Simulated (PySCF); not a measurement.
**One shape, several levels: C3H7FGe (SMILES C[CH](C)[Ge][F])**

We compute a comparison of 5 runs (HF/STO-3G, B3LYP/6-31G*, B2PLYP/cc-pVDZ, PBE0/def2-SVP, TPSS/def2-SVP) of C3H7FGe. The job is set up through a Python script.

The results are computed with PySCF 2.14.0.

### Step 1. The molecule

C3H7FGe: 12 atoms, total charge 0, spin state singlet. As SMILES, `C[CH](C)[Ge][F]`. The shape is that of a PBE0-D4/def2-TZVP optimisation. This is one conformer, not always the lowest.

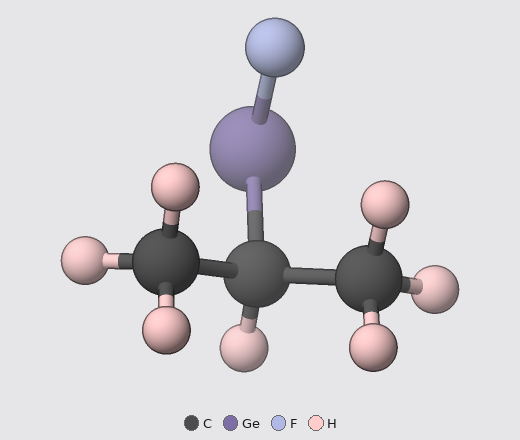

The structure, seen from a chosen angle (carbon dark grey, germanium purple, fluorine light blue, hydrogen pink).

### Step 2. Energy and forces at HF/STO-3G (run 1)

File calc.py:

```python
# C[CH](C)[Ge][F]
from pyscf import gto

mol = gto.M(
    atom='''
C     -1.421452     0.157036     2.072274
C      0.107903    -1.159914     0.015496
C      2.337591     0.444275    -0.856802
Ge    -2.124430    -1.950386    -2.935879
F     -2.896383     1.235881    -3.593881
H     -2.200208     1.941694     1.382524
H     -0.235082     0.585815     3.714635
H     -2.998239    -0.997775     2.751630
H      0.805779    -2.976508     0.732458
H      3.600684     0.876266     0.726411
H      3.480498    -0.501155    -2.299797
H      1.689037     2.240270    -1.644818
''',
    basis='sto-3g',
    max_memory=1860,
    verbose=4,
    unit='bohr',
    charge=0,
    spin=0,
)

calc0 = mol.RHF()
calc0.conv_tol = 1e-10
calc0.kernel()
if not calc0.converged:
    calc0 = calc0.newton().run(calc0.mo_coeff, calc0.mo_occ)

energy = calc0.e_tot
print('E = %.10f Eh' % energy)
grad = calc0.nuc_grad_method().kernel()
calc0.analyze()
```

Started as:

```sh
$ OMP_NUM_THREADS=1 python calc.py
```

Standard output:

```text
PySCF version 2.14.0

[... 83 lines left out ...]
Nuclear Repulsion Energy =             357.802048998830116
[... 8 lines left out ...]
MO #3   energy= -45.4020155283361  occ= 2
[... 6 lines left out ...]
MO #10  energy= -6.44207074021544  occ= 2
[... 6 lines left out ...]
MO #17  energy= -0.751174593424958 occ= 2
[... 6 lines left out ...]
MO #24  energy= -0.569853261341998 occ= 2
[... 6 lines left out ...]
MO #31  energy= -0.405552253396124 occ= 2
[... 6 lines left out ...]
MO #38  energy= 0.674745658457783  occ= 0
[... 6 lines left out ...]
MO #45  energy= 0.818143637576055  occ= 0
[... 60 lines left out ...]
Dipole moment(X, Y, Z, Debye):  0.20303, -0.74370,  0.18418
```

Run time: 3 s. Hardware: 1 thread of Arm Neoverse V2, shared host; peak memory 0.12 GiB.

### Step 3. Energy and gradient at B3LYP/6-31G(d) (spherical functions) (run 2)

File input.py:

```python
from pyscf import gto, dft

molecule = gto.M(
    atom=[
    ('C', (-0.752200, 0.083100, 1.096600)),
    ('C', (0.057100, -0.613800, 0.008200)),
    ('C', (1.237000, 0.235100, -0.453400)),
    ('Ge', (-1.124200, -1.032100, -1.553600)),
    ('F', (-1.532700, 0.654000, -1.901800)),
    ('H', (-1.164300, 1.027500, 0.731600)),
    ('H', (-0.124400, 0.310000, 1.965700)),
    ('H', (-1.586600, -0.528000, 1.456100)),
    ('H', (0.426400, -1.575100, 0.387600)),
    ('H', (1.905400, 0.463700, 0.384400)),
    ('H', (1.841800, -0.265200, -1.217000)),
    ('H', (0.893800, 1.185500, -0.870400)),
],
    verbose=4,
    basis='6-31g*',
    charge=0,
    max_memory=1860,
)

mf = dft.RKS(molecule)
mf.xc = 'b3lyp'
mf.grids.level = 5
mf.conv_tol = 1e-10
mf.kernel()
if not mf.converged:
    mf = mf.newton().run(mf.mo_coeff, mf.mo_occ)

e_final = mf.e_tot
print(f'total energy: {e_final:.8f} hartree')
grad = mf.nuc_grad_method().kernel()
mf.analyze()
```

Started as:

```sh
$ OMP_NUM_THREADS=1 python input.py
```

Standard output:

```text
PySCF version 2.14.0

[... 102 lines left out ...]
Two-electron Energy =                 1251.706977915820744
[... 14 lines left out ...]
MO #11  energy= -4.42507845100147  occ= 2
[... 12 lines left out ...]
MO #24  energy= -0.452023539586183 occ= 2
[... 12 lines left out ...]
MO #37  energy= 0.0960342988161687 occ= 0
[... 12 lines left out ...]
MO #50  energy= 0.430100049280562  occ= 0
[... 12 lines left out ...]
MO #63  energy= 0.834042118909884  occ= 0
[... 12 lines left out ...]
MO #76  energy= 1.47439604481846   occ= 0
[... 12 lines left out ...]
MO #89  energy= 2.08039921691736   occ= 0
[... 12 lines left out ...]
MO #102 energy= 3.52593213259565   occ= 0
[... 117 lines left out ...]
Dipole moment(X, Y, Z, Debye):  0.94940, -1.19779,  1.09459
```

Wall time 61 s (1 thread of Arm Neoverse V2, shared host); peak memory 1 GiB.

### Step 4. A single-point energy at B2PLYP/cc-pVDZ (run 3)

File run.py:

```python
from pyscf import gto, dft, mp

mol = gto.M(
    atom=[
    ('C', (-0.752200, 0.083100, 1.096600)),
    ('C', (0.057100, -0.613800, 0.008200)),
    ('C', (1.237000, 0.235100, -0.453400)),
    ('Ge', (-1.124200, -1.032100, -1.553600)),
    ('F', (-1.532700, 0.654000, -1.901800)),
    ('H', (-1.164300, 1.027500, 0.731600)),
    ('H', (-0.124400, 0.310000, 1.965700)),
    ('H', (-1.586600, -0.528000, 1.456100)),
    ('H', (0.426400, -1.575100, 0.387600)),
    ('H', (1.905400, 0.463700, 0.384400)),
    ('H', (1.841800, -0.265200, -1.217000)),
    ('H', (0.893800, 1.185500, -0.870400)),
],
    verbose=3,
    spin=0,
    basis='cc-pvdz',
    max_memory=1860,
    charge=0,
)

calc0 = dft.RKS(mol, xc='0.53*HF + 0.47*B88, 0.73*LYP')
calc0.grids.level = 5
calc0.conv_tol = 1e-10
calc0.kernel()
if not calc0.converged:
    calc0 = calc0.newton().run(calc0.mo_coeff, calc0.mo_occ)

pt = mp.MP2(calc0, frozen=13).run()
energy = calc0.e_tot + 0.27 * pt.e_corr
print('PT2 part  %.8f' % (0.27 * pt.e_corr))
print('E = %.10f Eh' % energy)
calc0.analyze()
```

Started as:

```sh
$ OMP_NUM_THREADS=1 python run.py
```

Standard output:

```text
converged SCF energy = -2294.50565727859
[... 10 lines left out ...]
MO #6   energy= -25.3154569397587  occ= 2
[... 13 lines left out ...]
MO #20  energy= -0.900943162548028 occ= 2
[... 13 lines left out ...]
MO #34  energy= -0.041376731815201 occ= 0
[... 13 lines left out ...]
MO #48  energy= 0.406977554174288  occ= 0
[... 13 lines left out ...]
MO #62  energy= 0.738628711304859  occ= 0
[... 13 lines left out ...]
MO #76  energy= 1.40110581460993   occ= 0
[... 13 lines left out ...]
MO #90  energy= 1.81390703317802   occ= 0
[... 13 lines left out ...]
MO #104 energy= 2.39523801173441   occ= 0
[... 13 lines left out ...]
MO #118 energy= 3.94123731030178   occ= 0
[... 13 lines left out ...]
Dipole moment(X, Y, Z, Debye):  0.96932, -1.55004,  1.08352
```

It took 46 s on 1 thread of Arm Neoverse V2, shared host; peak memory 0.67 GiB.

Run 4 isn't shown in full; the table further down has it.

### Step 5. Energy and forces at TPSS/def2-SVP (run 5)

File run.py:

```python
from pyscf import gto, dft

molecule = gto.Mole()
molecule.atom = '''
C     -0.752200     0.083100     1.096600
C      0.057100    -0.613800     0.008200
C      1.237000     0.235100    -0.453400
Ge    -1.124200    -1.032100    -1.553600
F     -1.532700     0.654000    -1.901800
H     -1.164300     1.027500     0.731600
H     -0.124400     0.310000     1.965700
H     -1.586600    -0.528000     1.456100
H      0.426400    -1.575100     0.387600
H      1.905400     0.463700     0.384400
H      1.841800    -0.265200    -1.217000
H      0.893800     1.185500    -0.870400
'''
molecule.verbose = 4
molecule.basis = 'def2-svp'
molecule.max_memory = 1860
molecule.charge = 0
molecule.build()

myscf = dft.RKS(molecule)
myscf.xc = 'tpss'
myscf.conv_tol = 1e-10
myscf.grids.level = 5
myscf.kernel()
if not myscf.converged:
    myscf = myscf.newton().run(myscf.mo_coeff, myscf.mo_occ)

etot = myscf.e_tot
print('Final energy', etot)
grad = myscf.nuc_grad_method().kernel()
myscf.analyze()
```

Started as:

```sh
$ OMP_NUM_THREADS=1 python run.py
```

Standard output:

```text
PySCF version 2.14.0

[... 100 lines left out ...]
Total Energy =                       -2294.975175207676330
[... 17 lines left out ...]
MO #11  energy= -4.23724773264525  occ= 2
[... 15 lines left out ...]
MO #27  energy= -0.353486953035409 occ= 2
[... 15 lines left out ...]
MO #43  energy= 0.151997850214943  occ= 0
[... 15 lines left out ...]
MO #59  energy= 0.618282186077683  occ= 0
[... 15 lines left out ...]
MO #75  energy= 1.17720071637938   occ= 0
[... 15 lines left out ...]
MO #91  energy= 1.82690335572919   occ= 0
[... 15 lines left out ...]
MO #107 energy= 2.48577342580586   occ= 0
[... 15 lines left out ...]
MO #123 energy= 3.37529078130129   occ= 0
[... 138 lines left out ...]
Dipole moment(X, Y, Z, Debye):  0.88812, -1.16296,  1.01929
```

Wall time 2.2 min (1 thread of Arm Neoverse V2, shared host); peak memory 1.3 GiB.

### Step 6. All runs side by side

```tsv
run	level	integration grid	task	energy (Eh)	dipole moment (D)	HOMO energy (eV)	LUMO energy (eV)	wall time
1	HF/STO-3G	–	gradient	-2266.069413	0.79	-6.14	4.99	3 s
2	B3LYP/6-31G* (spherical functions)	5	gradient	-2295.155318	1.88	-6.05	-2.44	61 s
3	B2PLYP/cc-pVDZ	5	energy	-2294.743404	2.13	-7.25	-1.13	46 s
4	PBE0/def2-SVP	5	gradient	-2294.466334	1.95	-6.39	-2.29	66 s
5	TPSS/def2-SVP	5	gradient	-2294.975175	1.78	-5.33	-3.02	2.2 min
```

### Step 7. Summary of results

| quantity | value |
| --- | --- |
| run 5: total energy | -2294.97518 Eh |
| run 5: dipole moment | 1.78 D |
| run 5: HOMO energy | -5.33 eV |
| run 5: LUMO energy | -3.02 eV |
| run 5: HOMO–LUMO gap | 2.31 eV |
| run 5: largest force on an atom | 0.578 eV/Å |

**Reading.** The dipole moment (its size) runs from 0.79 D (HF/STO-3G) to 2.13 D (B2PLYP/cc-pVDZ). The two ends differ in method and basis. A double hybrid's value is that of its SCF part. The HOMO–LUMO gap runs from 2.31 eV (TPSS/def2-SVP) to 11.13 eV (HF/STO-3G). Totals of different functionals can't be ranked against each other. In run 1 the basis is minimal, so the values are rough. All runs together took 5.1 min, the longest 2.2 min.
